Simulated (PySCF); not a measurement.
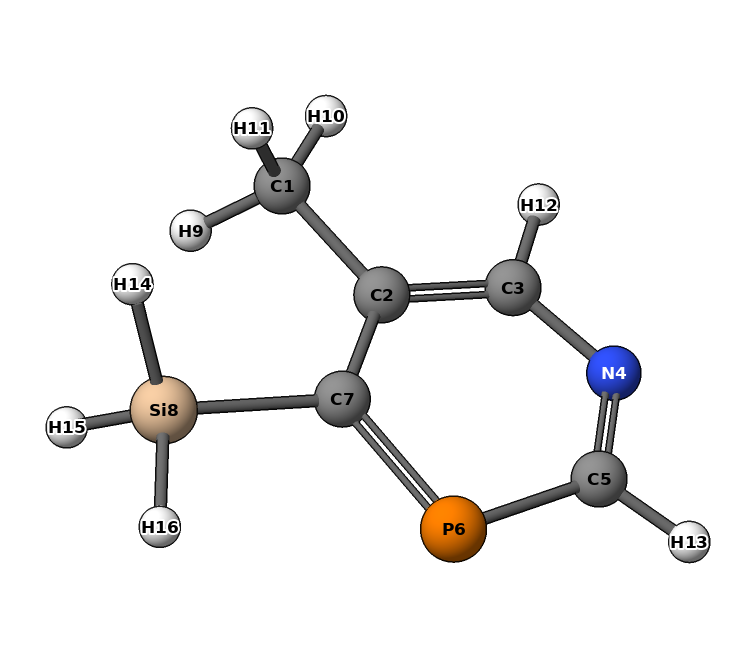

The questions are on isotropic NMR shieldings of the H atoms. Computed geometry: GFN2-xTB optimisation. No frequency run is at hand to confirm it as a minimum. Method: GIAO PBE0/pcSseg-1 NMR shielding, non-relativistic, gas phase (PySCF 2.14.0).

Which H atom is the most shielded (lowest chemical shift)?

Answer. H10 (29.34 ppm).

Which H atom is the least shielded (highest chemical shift)?

Answer. H13 (21.14 ppm).

How wide is the range of H shifts?

Answer. 8.20 ppm.

Give the isotropic NMR shieldings of the H atoms atom by atom.

| atom | σ (ppm) |
| --- | --- |
| H9 | 29.04 |
| H10 | 29.34 |
| H11 | 28.95 |
| H12 | 22.72 |
| H13 | 21.14 |
| H14 | 26.96 |
| H15 | 26.94 |
| H16 | 27.08 |

The geometry is semi-empirical. Around P, Si such bond lengths and angles can be off by a tenth of an ångström or more and by several degrees, and values that hang on the shape move with them.
